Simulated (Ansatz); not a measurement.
System: F₃HTi···H₄OSi.

```xyz
11

Ti    0.2627   -0.3243   -0.5449
O     0.0622   -0.1944    2.5685
Si   -1.3521   -0.4009    3.4178
H    -2.3072   -1.2200    2.6310
H    -1.0935   -1.1007    4.6993
H    -1.9159    0.9371    3.6661
F     1.6115    0.2482   -1.4516
F    -0.7190    0.9936   -0.0053
F    -0.6955   -1.3959   -1.4955
H     0.9620   -1.3573    0.5892
H     0.6242   -0.9610    2.3842
```

Not at a stationary point (largest force 1.4 eV/Å).

Level of theory: RHF/def2-SVP (Ansatz 0.2.0).

Question: What can the converged electron density and electron localisation function tell about the bonding?

Answer: H10···H11 (1.87 Å): the density falls to about 0.11 e/Å³ on the way; the ELF dips to about 0.05 between them.
Ti–F (1.73 Å): ρ at the midpoint is about 1.1 e/Å³; the ELF peaks at about 0.85 in the valence shell of F, 0.5 Å from its nucleus, and drops to about 0.20 between the two atoms.
O–H (0.97 Å): ρ is about 3.6 e/Å³ halfway; the ELF climbs to about 1 towards the hydrogen, as it does in any bond to H (a covalent bond by its length).
Ti–H (1.69 Å): ρ at the midpoint is about 1.1 e/Å³; the ELF climbs to about 1 towards the hydrogen.

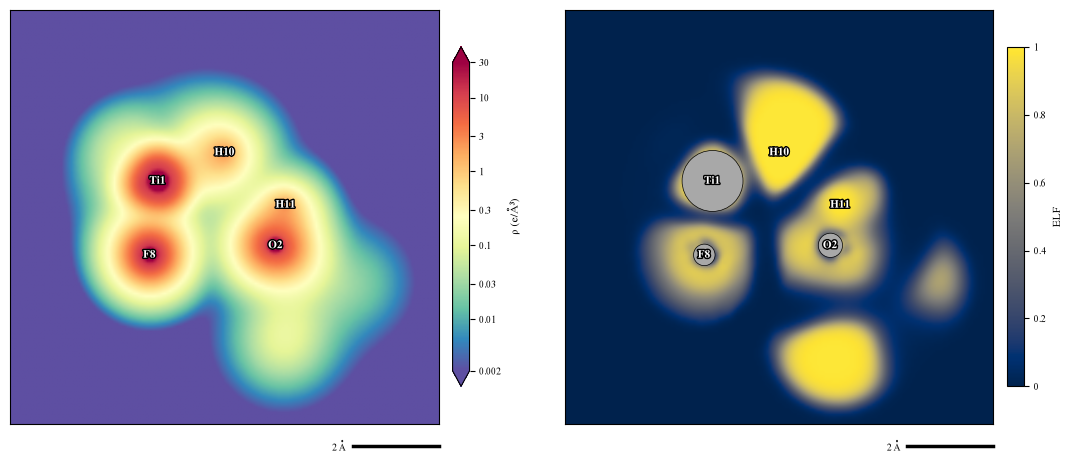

Computed electron density and electron localisation function on the plane of atoms F8, Ti1 and H10, in this order. Grey discs cover the atomic cores in the ELF map. 
